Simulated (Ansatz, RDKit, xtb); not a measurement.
**C5H7AlFN: ranking a sample of isomers**

Which of a sample of isomers of C5H7AlFN is the most stable in the gas at 298.15 K, and what are its properties? The sample is small against all isomers, and the most stable one of this formula need not be in it.

Plan: many cheap relaxations first (GFN2-xTB), then density-functional screening, relaxation at r2SCAN-D4/def2-SVP, vibrations (at GFN2-xTB) and a final energy. The numbers are computed, not measured.

## (1) Possible bonding patterns

Isomers were taken from a list of plausible structures; this is a sample, not all of them. That gives 4 candidates.

| label | SMILES | spin |
| --- | --- | --- |
| c023 | Fc1cc[n+]([AlH3-])cc1 | singlet |
| c326 | CC#C[C@H](F)C#[N+][AlH3-] | singlet |
| c544 | Fc1cccc[n+]1[AlH3-] | singlet |
| c940 | Fc1ccc[n+]([AlH3-])c1 | singlet |

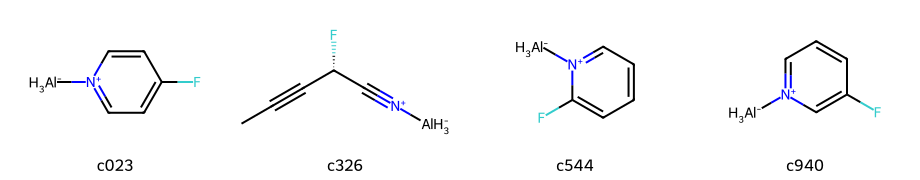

Structural formulas of the candidates.

Candidates are built by distance geometry, with a force field where one applies, in up to four conformers (letters a to d).

## (2) Search with GFN2-xTB

All 4 starts are relaxed the same way. One of them, c544a (taken from a list of plausible isomers, embedded by distance geometry and UFF), in full:

start.xyz reads:

```xyz
15
c544a
C      0.812545    -0.156791    -1.129259
C      1.975022     0.482823    -1.483822
C      2.273478     1.690397    -0.811146
C      1.388355     2.170336     0.186675
C      0.239719     1.430533     0.491641
Al    -1.640864    -0.661352     0.250400
F      0.547691    -1.367506    -1.829425
N     -0.053753     0.323155    -0.210050
H      2.649605     0.130883    -2.232328
H      3.209647     2.238017    -1.015213
H      1.570539     3.082994     0.704337
H     -0.435014     1.840703     1.210324
H     -2.701951     0.309842     0.958853
H     -2.311120    -1.303736    -1.042718
H     -1.268230    -1.822106     1.287003
```

On the command line:

```console
$ xtb start.xyz --gfn 2 --opt
```

Standard output, cut to the lines that bear on the results:

```text
* xtb version 6.7.1
[...]
          :  # basis functions                  45          :
[...]
          :  # electrons                        42          :
[...]
          :  Hamiltonian                  GFN2-xTB          :
[...]
          :  net charge                          0          :
          :  unpaired electrons                  0          :
[...]
   *** convergence criteria satisfied after 14 iterations ***
[...]
   *** GEOMETRY OPTIMIZATION CONVERGED AFTER 20 ITERATIONS ***
[...]
   *** convergence criteria satisfied after 3 iterations ***
[...]
         ::                     SUMMARY                     ::
         :::::::::::::::::::::::::::::::::::::::::::::::::::::
         :: total energy             -23.021241058424 Eh    ::
         :: gradient norm              0.000459811437 Eh/a0 ::
         :: HOMO-LUMO gap              1.461691638797 eV    ::
         ::.................................................::
         :: SCC energy               -23.323016380381 Eh    ::
         :: -> isotropic ES            0.054153588825 Eh    ::
         :: -> anisotropic ES          0.008175464464 Eh    ::
         :: -> anisotropic XC          0.001411692170 Eh    ::
         :: -> dispersion             -0.012850299903 Eh    ::
         :: repulsion energy           0.301775321957 Eh    ::
         :: add. restraining           0.000000000000 Eh    ::
         :: total charge               0.000000000000 e     ::
         :::::::::::::::::::::::::::::::::::::::::::::::::::::
[...]
        21        2.0000           -0.3691371             -10.0447 (HOMO)
        22                         -0.3154209              -8.5830 (LUMO)
[...]
     #   Z          covCN         q      C6AA      α(0)
     1   6          2.858     0.259    22.645     7.800
     2   6          2.913    -0.052    29.294     8.875
     3   6          2.934    -0.002    28.077     8.690
     4   6          2.914    -0.035    28.877     8.812
     5   6          2.923     0.062    26.612     8.460
     6  13          3.512     0.339    94.020    19.759
     7   9          0.816    -0.135    10.583     3.843
     8   7          2.606    -0.136    23.958     7.269
     9   1          0.926     0.088     1.895     2.153
    10   1          0.926     0.078     2.000     2.212
    11   1          0.926     0.078     2.003     2.213
    12   1          0.926     0.097     1.808     2.103
    13   1          0.875    -0.227    13.191     5.686
    14   1          0.876    -0.205    11.273     5.257
[...]
molecular dipole:
                 x           y           z       tot (Debye)
 q only:        2.226       1.821      -0.340
   full:        2.386       1.890      -0.386       7.799
molecular quadrupole (traceless):
[...]
          | TOTAL ENERGY              -23.021241058424 Eh   |
          | GRADIENT NORM               0.000459811437 Eh/α |
          | HOMO-LUMO GAP               1.461691638797 eV   |
           -------------------------------------------------
[...]
```

Run time: 0.29 s. Hardware: 4 threads of Arm Neoverse V1, shared host.

## (3) What the search left

4 of the 4 relaxations converged. 4 distinct structures remain:

| label | start | SMILES after | spin | energy (kcal/mol) |
| --- | --- | --- | --- | --- |
| c544a | drawn | Fc1cccc[n+]1[AlH3-] | singlet | 0.0 |
| c023a | drawn | Fc1cc[n+]([AlH3-])cc1 | singlet | 0.8 |
| c940a | drawn | Fc1ccc[n+]([AlH3-])c1 | singlet | 2.5 |
| c326a | drawn | CC#C[C@H](F)C#[N+][AlH3-] | singlet | 72.0 |

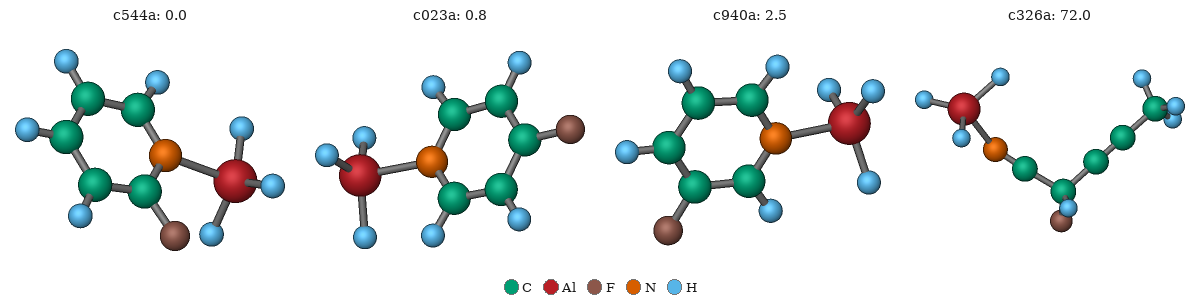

The 4 lowest minima that did not fall apart, with their GFN2-xTB energies in kcal/mol.

## (4) Screening with a density functional

A choice of the minima (the low ones first, few conformers of a pattern, up to a cap) and the lowest that fell apart get a single point at r2SCAN-D4/def2-SVP on the tight-binding geometry, and one at HF/STO-3G for comparison. The lowest singlets are also tried as triplets at the same geometry (label ending in t). The first, c544a:

input.yaml reads:

```yaml
crystal:
  periodic: [false, false, false]
  atoms:
    - {symbol: C, position_ang: [0.747743, -0.156901, -1.001635]}
    - {symbol: C, position_ang: [1.953817, 0.424740, -1.353205]}
    - {symbol: C, position_ang: [2.252140, 1.648703, -0.775595]}
    - {symbol: C, position_ang: [1.346640, 2.223162, 0.108205]}
    - {symbol: C, position_ang: [0.172230, 1.549357, 0.385948]}
    - {symbol: Al, position_ang: [-1.697351, -0.805430, 0.223945]}
    - {symbol: F, position_ang: [0.384328, -1.324778, -1.506131]}
    - {symbol: "N", position_ang: [-0.113936, 0.377996, -0.165573]}
    - {symbol: H, position_ang: [2.618086, -0.067671, -2.044342]}
    - {symbol: H, position_ang: [3.180123, 2.146514, -1.011300]}
    - {symbol: H, position_ang: [1.553085, 3.173766, 0.572158]}
    - {symbol: H, position_ang: [-0.582211, 1.924640, 1.062458]}
    - {symbol: H, position_ang: [-2.348930, 0.184977, 1.259006]}
    - {symbol: H, position_ang: [-2.312668, -0.880642, -1.217331]}
    - {symbol: H, position_ang: [-0.897427, -2.030239, 0.798663]}
basis:
  gaussian: {orbitals: def2-SVP}
hamiltonian: {xc: r2scan, dispersion: d4}
scf: {lower_state_search: "off"}
```

On the command line:

```console
$ ansatz run input.yaml --threads 4 --pin off --max-ram 7830MiB --events-out events.jsonl --progress --plain --runs-dir runs
```

Standard output, cut to the lines that bear on the results:

```text
Warning: RAYON_NUM_THREADS=4 ignored (pool sized by the plan → 4); use --threads N
Functional definition: r2SCAN
  name "r2SCAN"
[...]
1709 factors; their error is unknown
[...]
mean field -16087.63411252 eV, -591.2096490451 hartree, gradient 7.5e-6 eV, S^2 0.000000; 0 other end points of the search recorded, 0 dependent functions left out
reference -16087.63412580 eV, -591.2096495332 hartree; 33, 33 occupied and 118, 118 virtual orbitals, 1709 factors
Total energy: -16087.74400157 eV, -591.2136873933 hartree
Checks for a lower state left out: stability, starts, cluster_reference, orbital_swaps, neighbouring_geometries, increment
```

Run time: 2.5 s. Hardware: 4 threads of Arm Neoverse V1, shared host; peak memory 0.21 GiB.

Relative energies in kcal/mol, each column from its lowest structure that stays in one piece:

| label | SMILES | spin | GFN2-xTB | HF/STO-3G | r2SCAN-D4/def2-SVP |
| --- | --- | --- | --- | --- | --- |
| c023a | Fc1cc[n+]([AlH3-])cc1 | singlet | 0.8 | 0.0 | 0.0 |
| c544a | Fc1cccc[n+]1[AlH3-] | singlet | 0.0 | 0.2 | 0.1 |
| c940a | Fc1ccc[n+]([AlH3-])c1 | singlet | 2.5 | 3.2 | 3.3 |
| c326a | CC#C[C@H](F)C#[N+][AlH3-] | singlet | 72.0 | 67.7 | 80.0 |
| c940at | Fc1ccc[n+]([AlH3-])c1 | triplet | – | – | 89.7 |
| c544at | Fc1cccc[n+]1[AlH3-] | triplet | – | – | 90.3 |
| c023at | Fc1cc[n+]([AlH3-])cc1 | triplet | – | – | 98.2 |

## (5) Third filter: density-functional geometries

3 candidates are relaxed at r2SCAN-D4/def2-SVP (chosen among the lowest in one piece). The first, c023a:

input.yaml reads:

```yaml
basis:
  gaussian: {orbitals: def2-SVP}
crystal:
  periodic: [false, false, false]
  atoms:
    - {symbol: C, position_ang: [1.427003, -1.172874, -1.050433]}
    - {symbol: C, position_ang: [2.066102, 0.059200, -1.065428]}
    - {symbol: C, position_ang: [1.347370, 1.147268, -0.608186]}
    - {symbol: C, position_ang: [-0.496588, -0.136609, -0.149452]}
    - {symbol: C, position_ang: [0.125235, -1.291675, -0.583403]}
    - {symbol: Al, position_ang: [-0.807340, 2.627602, 0.651078]}
    - {symbol: F, position_ang: [2.070131, -2.254817, -1.490394]}
    - {symbol: N, position_ang: [0.101861, 1.043768, -0.172257]}
    - {symbol: H, position_ang: [3.078654, 0.151927, -1.422444]}
    - {symbol: H, position_ang: [1.756021, 2.148265, -0.582712]}
    - {symbol: H, position_ang: [-0.296002, 2.384380, 2.119630]}
    - {symbol: H, position_ang: [-0.117254, 3.767098, -0.186635]}
    - {symbol: H, position_ang: [-2.299321, 2.248450, 0.324101]}
    - {symbol: H, position_ang: [-1.510088, -0.124945, 0.228453]}
    - {symbol: H, position_ang: [-0.369476, -2.248935, -0.567641]}
scf: {lower_state_search: off}
relax: {f_tol: 0.006}
hamiltonian: {xc: {name: r2SCAN}, dispersion: d4}
```

On the command line:

```console
$ ansatz run input.yaml --threads 4 --pin off --max-ram 7830MiB --events-out events.jsonl --progress --plain --runs-dir runs
```

Standard output, cut to the lines that bear on the results:

```text
Warning: RAYON_NUM_THREADS=4 ignored (pool sized by the plan → 4); use --threads N
[...]
Functional definition: r2SCAN
  name "r2SCAN"
[...]
1709 factors; their error is unknown
[...]
mean field -16087.64000639 eV, -591.2098656408 hartree, gradient 9.5e-6 eV, S^2 0.000000; 0 other end points of the search recorded, 0 dependent functions left out
[...]
reference -16087.64001890 eV, -591.2098661007 hartree; 33, 33 occupied and 118, 118 virtual orbitals, 1709 factors
relax step   1: F+E_penalty+E_count = -16087.74836872 eV  Δ(F+E_penalty+E_count) = +0.000e0 eV  max|allowed force component| = 5.999e-1 eV/Å  Δτ_max = 0.0000 Å  (19 SCF iters, accepted)
[...]
relax step   7: F+E_penalty+E_count = -16087.85323867 eV  Δ(F+E_penalty+E_count) = -4.561e-5 eV  max|allowed force component| = 1.237e-2 eV/Å  Δτ_max = 0.0147 Å  (22 SCF iters, accepted)
[...]
Atom 6 at     2.067901    -2.266865    -1.548124 Å, force     0.000284    -0.000210    -0.000235 eV/Å
Atom 7 at     0.121689     1.027898    -0.121601 Å, force     0.001119    -0.002069    -0.000909 eV/Å
Atom 8 at     3.101026     0.136136    -1.465800 Å, force    -0.000313     0.000436    -0.000006 eV/Å
Atom 9 at     1.817347     2.131690    -0.570302 Å, force     0.001523    -0.000015    -0.000885 eV/Å
Atom 10 at    -0.396472     2.566586     2.209888 Å, force     0.000195    -0.000182    -0.000769 eV/Å
Atom 11 at    -0.115572     3.818889    -0.200775 Å, force    -0.000800     0.000306    -0.000419 eV/Å
Atom 12 at    -2.349961     2.271839     0.325585 Å, force    -0.000016     0.000672    -0.000694 eV/Å
Atom 13 at    -1.511515    -0.191753     0.253551 Å, force    -0.000634    -0.001571    -0.000356 eV/Å
Atom 14 at    -0.373331    -2.288628    -0.605703 Å, force    -0.000289     0.000565    -0.000118 eV/Å
Dipole moment:     0.597656    -1.029006    -0.489714 e Å
Checks for a lower state left out: stability, starts, cluster_reference, orbital_swaps, neighbouring_geometries, increment
```

Wall time 24 s (4 threads of Arm Neoverse V1, shared host); peak memory 0.22 GiB.

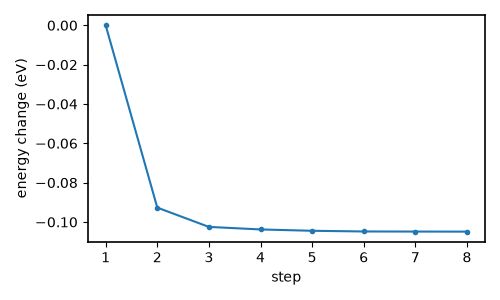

Energy along the run, all evaluated steps.

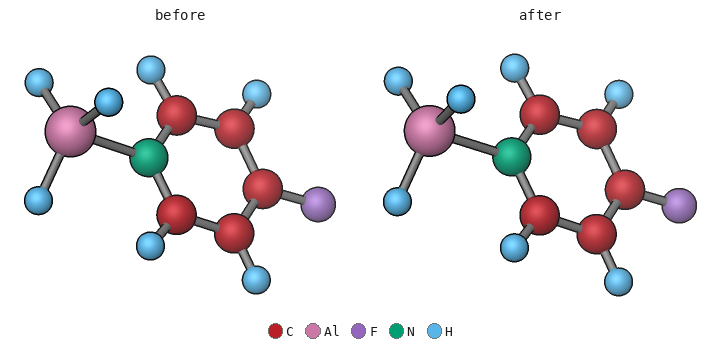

Before and after, at one scale.

After the run. Bond lengths: C1–C2 1.394 Å, C2–C3 1.390 Å, C1–C5 1.394 Å, C4–C5 1.390 Å, C1–F7 1.325 Å, C3–N8 1.346 Å, C4–N8 1.346 Å, Al6–N8 2.053 Å, C2–H9 1.092 Å, C3–H10 1.095 Å, Al6–H11 1.608 Å, Al6–H12 1.607 Å, Al6–H13 1.607 Å, C4–H14 1.095 Å, C5–H15 1.092 Å. Some angles: C1–C2–C3 117.5°, C2–C1–C5 120.8°, C2–C1–F7 119.6°, C5–C1–F7 119.6°, C2–C3–N8 122.6°, C1–C5–C4 117.5°, C5–C4–N8 122.6°, C3–N8–C4 119.2°, C3–N8–Al6 120.4°, C4–N8–Al6 120.4°.

## (6) Ranking at r2SCAN-D4/def2-SVP

| label | spin | r2SCAN-D4/def2-SVP (kcal/mol) | r2SCAN-D4/def2-SVP, relaxed (kcal/mol) | time |
| --- | --- | --- | --- | --- |
| c544a | singlet | 0.1 | 0.0 | 32 s |
| c023a | singlet | 0.0 | 1.6 | 24 s |
| c940a | singlet | 3.3 | 4.6 | 38 s |

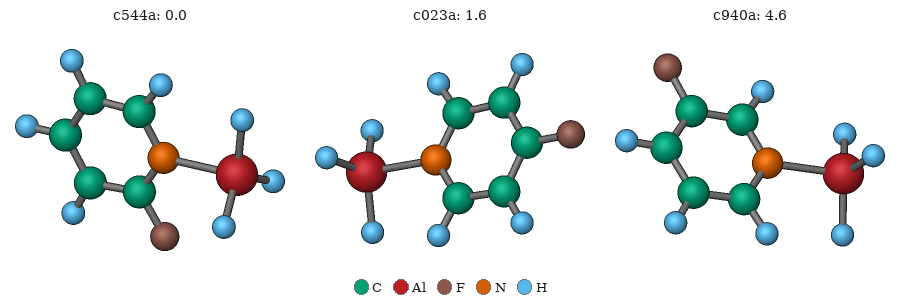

The relaxed structures, with energies at r2SCAN-D4/def2-SVP in kcal/mol.

(Part 1 of 2 ends here.)
